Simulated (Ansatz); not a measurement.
# Nudged elastic band of GeSiNH6ClOF2 (part 1 of 2)

System: GeSiNH6ClOF2.
Method: RKS PBE/def2-SVP (Ansatz 0.2.0).

One setting was made poor on purpose. It belongs to a series of runs on one base structure; here: band between the two ends.

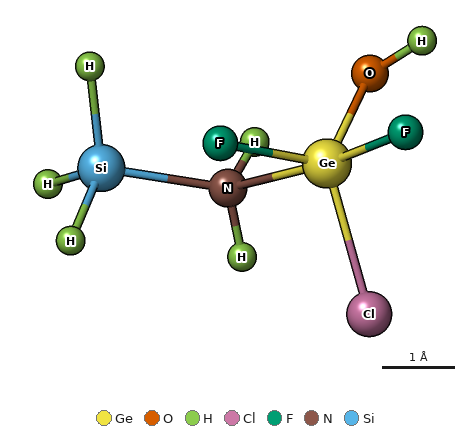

The starting structure (ball-and-stick view, seen at a tilt). Sticks mark near contacts.

## Input file
```yaml
crystal:
  periodic: [false, false, false]
  atoms:
    - { symbol: Ge, position_ang: [0.043164, 0.121277, 0.244416] }
    - { symbol: O, position_ang: [-0.203881, -0.019284, 2.017437] }
    - { symbol: H, position_ang: [-0.786127, -0.794649, 2.147301] }
    - { symbol: Cl, position_ang: [1.864201, -0.612036, -0.734203] }
    - { symbol: F, position_ang: [-0.870953, 1.327603, -0.682733] }
    - { symbol: F, position_ang: [-1.011312, -1.239078, -0.175487] }
    - { symbol: "N", position_ang: [1.200217, 1.85294, 0.884434] }
    - { symbol: H, position_ang: [2.168756, 1.649994, 0.592506] }
    - { symbol: Si, position_ang: [0.60682, 3.478053, 0.30004] }
    - { symbol: H, position_ang: [0.755339, 3.513246, -1.183968] }
    - { symbol: H, position_ang: [-0.78733, 3.662421, 0.797424] }
    - { symbol: H, position_ang: [1.503676, 4.515552, 0.919822] }
    - { symbol: H, position_ang: [1.160431, 1.75346, 1.911709] }
basis:
  gaussian: { orbitals: def2-SVP }
hamiltonian:
  xc: pbe
neb:
  order_check: false
  images: 7
  f_tol: 0.5
  max_iterations: 60
  final_atoms:
    - { symbol: Ge, position_ang: [-0.00371802, 0.62397203, 0.05761708] }
    - { symbol: O, position_ang: [0.81603953, -0.29447496, 2.19613733] }
    - { symbol: H, position_ang: [1.27600353, -1.08173445, 1.83711473] }
    - { symbol: Cl, position_ang: [1.22343601, -0.99097822, -0.73897982] }
    - { symbol: F, position_ang: [-0.73862658, 1.29220652, -1.39021699] }
    - { symbol: F, position_ang: [-1.41496838, -0.09857472, 0.83318713] }
    - { symbol: "N", position_ang: [0.71435838, 2.12015812, 0.75620225] }
    - { symbol: H, position_ang: [1.18475733, 1.97942557, 1.65361156] }
    - { symbol: Si, position_ang: [0.66077551, 3.71809697, -0.00457789] }
    - { symbol: H, position_ang: [1.29373515, 3.71093982, -1.36706835] }
    - { symbol: H, position_ang: [-0.74079124, 4.24738788, -0.12235461] }
    - { symbol: H, position_ang: [1.45276244, 4.60890573, 0.91262691] }
    - { symbol: H, position_ang: [-0.08076267, -0.62583129, 2.41539865] }
  initial_path:
    images:
      - { positions_ang: [[0.043164, 0.121277, 0.244416], [-0.203881, -0.019284, 2.017437], [-0.786127, -0.794649, 2.147301], [1.864201, -0.612036, -0.734203], [-0.870953, 1.327603, -0.682733], [-1.011312, -1.239078, -0.175487], [1.200217, 1.85294, 0.884434], [2.168756, 1.649994, 0.592506], [0.60682, 3.478053, 0.30004], [0.755339, 3.513246, -1.183968], [-0.78733, 3.662421, 0.797424], [1.503676, 4.515552, 0.919822], [1.160431, 1.75346, 1.911709]] }
      - { positions_ang: [[0.03619215, 0.09053291, 0.1814765], [-0.15933213, -0.01458237, 2.04114322], [-0.82475108, -0.66713793, 2.21845254], [1.92881565, -0.45787628, -0.72716672], [-0.84557798, 1.33728419, -0.65774984], [-0.94865229, -1.27317291, -0.27687778], [1.18891072, 1.82728448, 0.84100141], [2.12659745, 1.6407511, 0.77828673], [0.61576649, 3.4657844, 0.28226648], [0.58587844, 3.48458693, -1.16720273], [-0.68114534, 3.72675608, 0.88987205], [1.57807566, 4.4659157, 0.75227287], [1.04222327, 1.5833727, 1.88292326]] }
      - { positions_ang: [[0.0292203, 0.05978882, 0.118537], [-0.11478325, -0.00988073, 2.06484944], [-0.86337516, -0.53962687, 2.28960409], [1.9934303, -0.30371656, -0.72013044], [-0.82020296, 1.34696537, -0.63276667], [-0.88599258, -1.30726782, -0.37826856], [1.17760443, 1.80162897, 0.79756883], [2.0844389, 1.63150819, 0.96406747], [0.62471298, 3.4535158, 0.26449296], [0.41641788, 3.45592786, -1.15043747], [-0.57496069, 3.79109116, 0.9823201], [1.65247531, 4.4162794, 0.58472373], [0.92401553, 1.4132854, 1.85413752]] }
      - { positions_ang: [[0.02224845, 0.02904473, 0.0555975], [-0.07023438, -0.0051791, 2.08855566], [-0.90199924, -0.4121158, 2.36075563], [2.05804496, -0.14955683, -0.71309415], [-0.79482794, 1.35664656, -0.60778351], [-0.82333287, -1.34136273, -0.47965934], [1.16629815, 1.77597345, 0.75413624], [2.04228035, 1.62226529, 1.1498482], [0.63365947, 3.4412472, 0.24671945], [0.24695733, 3.42726879, -1.1336722], [-0.46877603, 3.85542624, 1.07476816], [1.72687497, 4.3666431, 0.4171746], [0.8058078, 1.24319811, 1.82535178]] }
      - { positions_ang: [[0.0152766, -0.00169935, -0.007342], [-0.0256855, -0.00047746, 2.11226188], [-0.94062331, -0.28460474, 2.43190717], [2.12265961, 0.00460289, -0.70605787], [-0.76945292, 1.36632774, -0.58280035], [-0.76067316, -1.37545764, -0.58105012], [1.15499186, 1.75031793, 0.71070365], [2.0001218, 1.61302239, 1.33562894], [0.64260596, 3.42897859, 0.22894593], [0.07749677, 3.39860972, -1.11690693], [-0.36259138, 3.91976133, 1.16721621], [1.80127462, 4.3170068, 0.24962547], [0.68760006, 1.07311081, 1.79656604]] }
      - { positions_ang: [[0.01052794, 0.15471849, 0.00889777], [0.18474576, -0.07397684, 2.13323074], [-0.3864666, -0.48388716, 2.28320906], [1.89785371, -0.24429239, -0.71428836], [-0.76174633, 1.34779744, -0.78465451], [-0.92424697, -1.05623691, -0.2274908], [1.04483349, 1.84277798, 0.7220783], [1.79628068, 1.70462318, 1.41512459], [0.64714835, 3.50125819, 0.17056497], [0.38155636, 3.47669225, -1.17944729], [-0.45714134, 4.00166797, 0.8448235], [1.71414658, 4.38998153, 0.41537583], [0.49550938, 0.64837528, 1.95127419]] }
      - { positions_ang: [[0.00577929, 0.31113634, 0.02513754], [0.39517701, -0.14747621, 2.1541996], [0.16769011, -0.68316959, 2.13451095], [1.67304781, -0.49318767, -0.72251885], [-0.75403975, 1.32926713, -0.98650867], [-1.08782077, -0.73701618, 0.12606851], [0.93467512, 1.93523803, 0.73345295], [1.59243956, 1.79622398, 1.49462025], [0.65169074, 3.57353778, 0.11218402], [0.68561596, 3.55477477, -1.24198764], [-0.55169131, 4.08357461, 0.5224308], [1.62701853, 4.46295627, 0.58112619], [0.3034187, 0.22363976, 2.10598235]] }
      - { positions_ang: [[0.00103064, 0.46755418, 0.04137731], [0.60560827, -0.22097559, 2.17516847], [0.72184682, -0.88245202, 1.98581284], [1.44824191, -0.74208294, -0.73074933], [-0.74633317, 1.31073683, -1.18836283], [-1.25139458, -0.41779545, 0.47962782], [0.82451675, 2.02769808, 0.7448276], [1.38859845, 1.88782477, 1.5741159], [0.65623313, 3.64581737, 0.05380307], [0.98967556, 3.6328573, -1.304528], [-0.64624127, 4.16548124, 0.2000381], [1.53989049, 4.535931, 0.74687655], [0.11132802, -0.20109577, 2.2606905]] }
      - { positions_ang: [[-0.00371802, 0.62397203, 0.05761708], [0.81603953, -0.29447496, 2.19613733], [1.27600353, -1.08173445, 1.83711473], [1.22343601, -0.99097822, -0.73897982], [-0.73862658, 1.29220652, -1.39021699], [-1.41496838, -0.09857472, 0.83318713], [0.71435838, 2.12015812, 0.75620225], [1.18475733, 1.97942557, 1.65361156], [0.66077551, 3.71809697, -0.00457789], [1.29373515, 3.71093982, -1.36706835], [-0.74079124, 4.24738788, -0.12235461], [1.45276244, 4.60890573, 0.91262691], [-0.08076267, -0.62583129, 2.41539865]] }
```

Run on 4 threads of Arm Neoverse V2, 24 GiB of memory available, shared host.

Launch command:
```bash
ansatz run input.yaml --threads 4 --pin off --max-ram 5120MiB --backend cpu --events-out ev --progress --plain --runs-dir out
```

## Output
```
Engine: ansatz 0.2.0, aarch64-unknown-linux-gnu
Functional definition: PBE
  parameter kappa = 0.804
  parameter beta = 0.06672455060314922
  exchange = pbe_x(kappa = kappa, mu = beta*pi^2/3)
  correlation = pbe_c(beta = beta)
1701 factors; their error is unknown
mean field evaluation 1: about -85930.9715 eV, gradient 8.7e1 eV
mean field evaluation 2: about -85880.7017 eV, gradient 1.8e2 eV
mean field evaluation 4: about -85943.7214 eV, gradient 1.6e1 eV
mean field evaluation 8: about -85944.1934 eV, gradient 1.5e-1 eV
mean field evaluation 16: about -85944.0766 eV, gradient 1.3e-3 eV
mean field -85944.07661410 eV, -3158.3865605806 hartree, gradient 7.0e-5 eV, S^2 0.000000; 0 other end points of the search recorded, 0 dependent functions left out
the calculation of the forces begins
reference -85944.07665396 eV, -3158.3865620456 hartree; 51, 51 occupied and 103, 103 virtual orbitals, 1701 factors
1701 factors; their error is unknown
mean field evaluation 32: about -85943.7950 eV, gradient 1.8e-2 eV
mean field -85943.79504279 eV, -3158.3762130258 hartree, gradient 3.6e-5 eV, S^2 0.000000; 0 other end points of the search recorded, 0 dependent functions left out
[... from here on the field's lines of each further geometry are left out, up to the last ...]
NEB iter   1: max|band force component| = 3.577e2 eV/Å  barrier→ = 68.1825 eV  barrier← = 67.9009 eV  Δτ_max = 0.2000 Å  (277 SCF iters)
NEB iter   2: max|band force component| = 7.366e1 eV/Å  barrier→ = 15.4964 eV  barrier← = 15.2148 eV  Δτ_max = 0.2000 Å  (237 SCF iters)
NEB iter   3: max|band force component| = 3.619e1 eV/Å  barrier→ = 6.8903 eV  barrier← = 6.6087 eV  Δτ_max = 0.2000 Å  (234 SCF iters)
NEB iter   4: max|band force component| = 1.518e1 eV/Å  barrier→ = 2.7542 eV  barrier← = 2.4726 eV  Δτ_max = 0.2000 Å  (237 SCF iters)
NEB iter   5: max|band force component| = 9.842e0 eV/Å  barrier→ = 1.6919 eV  barrier← = 1.4104 eV  Δτ_max = 0.2000 Å  (229 SCF iters)
NEB iter   6: max|band force component| = 6.605e0 eV/Å  barrier→ = 1.9770 eV  barrier← = 1.6955 eV  Δτ_max = 0.1016 Å  (221 SCF iters)
NEB iter   7: max|band force component| = 4.598e0 eV/Å  barrier→ = 1.2563 eV  barrier← = 0.9748 eV  Δτ_max = 0.1022 Å  (210 SCF iters)
NEB iter   8: max|band force component| = 3.810e0 eV/Å  barrier→ = 1.1735 eV  barrier← = 0.8919 eV  Δτ_max = 0.1026 Å  (222 SCF iters)
NEB iter   9: max|band force component| = 1.740e0 eV/Å  barrier→ = 0.8685 eV  barrier← = 0.5870 eV  Δτ_max = 0.2000 Å  (212 SCF iters)
NEB iter  10: max|band force component| = 1.239e0 eV/Å  barrier→ = 0.9857 eV  barrier← = 0.7041 eV  Δτ_max = 0.2000 Å  (216 SCF iters)
NEB iter  11: max|band force component| = 5.633e-1 eV/Å  barrier→ = 0.8989 eV  barrier← = 0.6173 eV  Δτ_max = 0.1998 Å  (208 SCF iters)
NEB iter  12: max|band force component| = 5.503e-1 eV/Å  barrier→ = 0.7669 eV  barrier← = 0.4853 eV  CI = image 3  Δτ_max = 0.1989 Å  (216 SCF iters)
the calculation of the forces begins
reference -85943.75656141 eV, -3158.3747988614 hartree; 51, 51 occupied and 103, 103 virtual orbitals, 1701 factors
1701 factors; their error is unknown
mean field evaluation 928: about -85943.1550 eV, gradient 1.9e-1 eV
mean field -85943.04122750 eV, -3158.3485108249 hartree, gradient 1.4e-5 eV, S^2 0.000000; 1 other end points of the search recorded, 0 dependent functions left out
the calculation of the forces begins
reference -85943.04126693 eV, -3158.3485122740 hartree; 51, 51 occupied and 103, 103 virtual orbitals, 1701 factors
NEB iter  13: max|band force component| = 4.775e-1 eV/Å  barrier→ = 1.0354 eV  barrier← = 0.7538 eV  CI = image 3  Δτ_max = 0.0000 Å  (436 SCF iters)
```

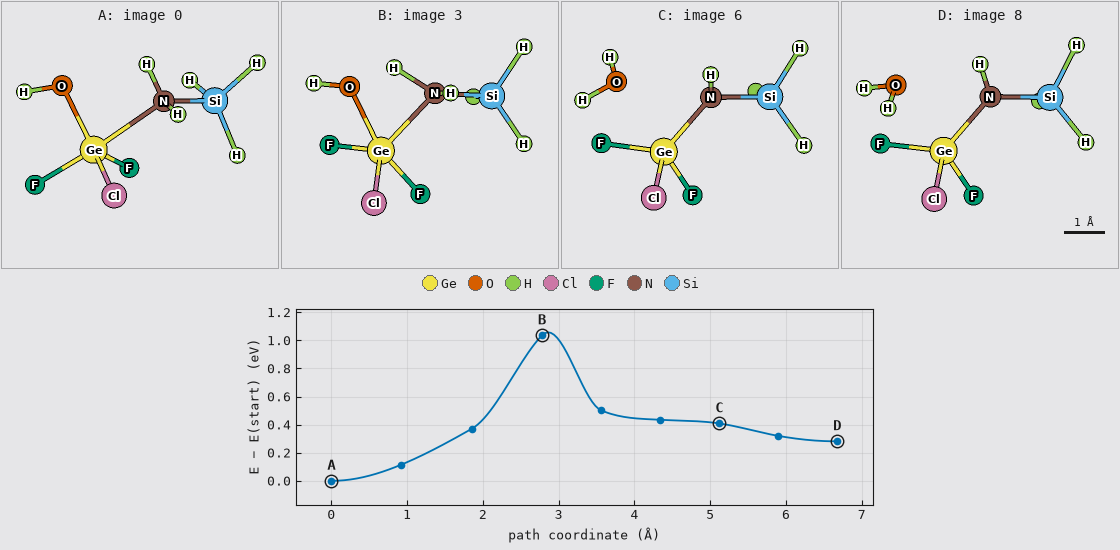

Images of the last band (counted from 0; ball-and-stick, seen at a tilt) above the energy along the path; the line is a cubic interpolation that uses the forces. The highest image is number 3, 1.035 eV above the start and 0.754 eV above the end (the climbing image); the end lies 0.282 eV above the start. The path is 6.67 Å long. The band converged in 13 iterations.
